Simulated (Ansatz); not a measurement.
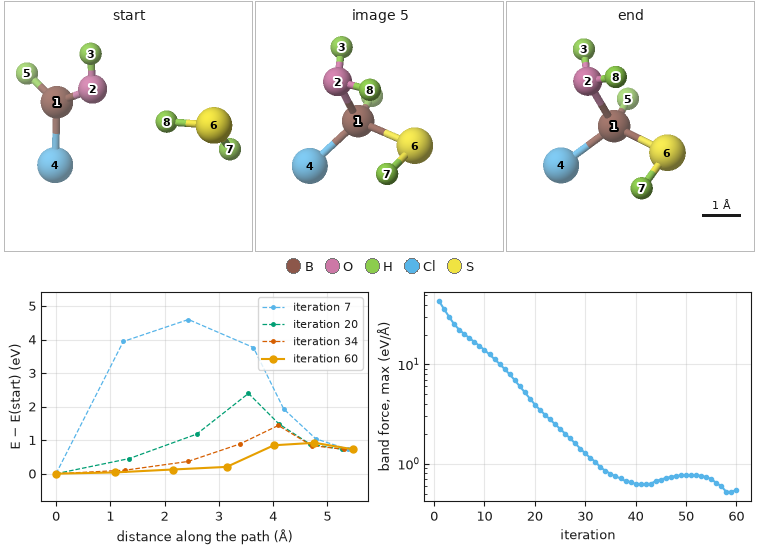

A search for the minimum-energy path of BH4SOCl, made up at the start of BH₂OCl and H$_{2}$S by the nudged elastic band. Images are numbered from 0 (start) to 6 (end). The plot follows the band through its iterations. The picture is a ball-and-stick view, seen at a tilt.

All numbers below come from Ansatz 0.2.0, RKS BLYP/6-31G*. Settings: 5 movable images; climbing image; force threshold 0.05 eV/Å; iteration limit 60; optimiser L-BFGS; largest step 0.02 Å; starting path through a guess of the saddle point.

Question: Did the band converge, and can the barrier be trusted?

Answer: The result isn't final. The band hadn't converged when the run stopped after 60 iterations. The largest component of the band force went from 43 to 0.54 eV/Å. The barrier read from it is provisional, though the highest image hardly moved in the last two iterations. The step length is far from the usual. The first iteration put the highest image at 11.29 eV. The highest point, image 5, lies 0.92 eV above the start and 0.19 eV above the end; the end is at +0.73 eV relative to the start.

Limits of the set-up: the start holds two separate molecules, 2.4 Å apart at their closest, whose relative position is a soft coordinate and is computed without a dispersion correction.
